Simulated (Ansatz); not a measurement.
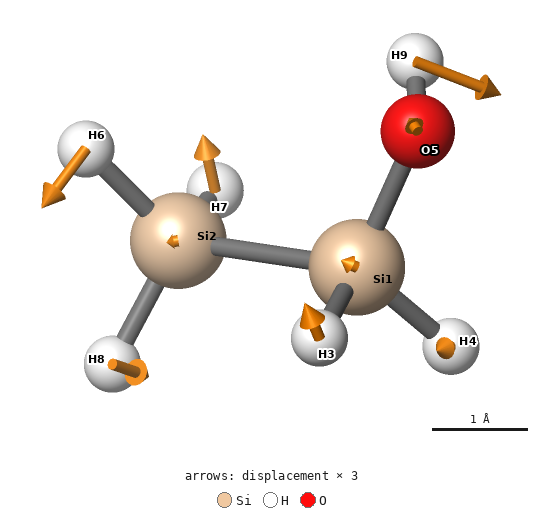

A relaxation of Si$_{2}$H$_{6}$O. The starting structure is drawn; orange arrows show the displacements, magnified 3 times. The two geometries are superimposed by the best rigid fit.

The picture is a ball-and-stick view, seen at a tilt.

It is one of the separated reactants of a reaction.

Level of theory: RKS PBE0-D4/def2-TZVP (Ansatz 0.2.0).

Input file:
```yaml
crystal:
  periodic: [false, false, false]
  atoms:
    - {symbol: Si, position_ang: [-1.274109, -0.710942, -0.817264]}
    - {symbol: Si, position_ang: [0.491526, -1.338616, 0.602870]}
    - {symbol: H, position_ang: [-1.381703, -1.685393, -1.933455]}
    - {symbol: H, position_ang: [-2.537809, -0.779500, -0.026243]}
    - {symbol: O, position_ang: [-1.046679, 0.770861, -1.492389]}
    - {symbol: H, position_ang: [1.815660, -1.132716, -0.049533]}
    - {symbol: H, position_ang: [0.488558, -0.534344, 1.860261]}
    - {symbol: H, position_ang: [0.372438, -2.772181, 0.986981]}
    - {symbol: H, position_ang: [-0.606593, 1.439107, -0.949001]}
basis:
  gaussian: {orbitals: def2-TZVP}
hamiltonian: {xc: pbe0, dispersion: d4}
relax: {f_tol: 0.005, max_steps: 200}
```

Command:
```bash
ansatz run in.yaml --threads 4 --pin off --events-out ev --progress --plain --max-ram 9574MiB
```

Question: Describe the change and its energy.

Answer: After 9 accepted moves (11 points after the start) the energy has fallen by 0.45 kcal/mol. The largest force component goes from 0.57 to 0.00049 eV/Å. The line search rejected the trial steps at points 7, 9 of the run. The forces were under the threshold at step 6, but the run went on from there. The atom that moves furthest after the best rigid fit is H9 (0.35 Å). By element the largest moves are H 0.35 Å, O 0.07 Å, Si 0.06 Å. Near-neighbour distances that change, for instance: Si1–O5 1.644 → 1.654 Å, O5–H9 0.967 → 0.958 Å. Groups turn about Si1–O5 by about 25°. The run took 17 s on 4 threads of Arm Neoverse V1 (shared host).
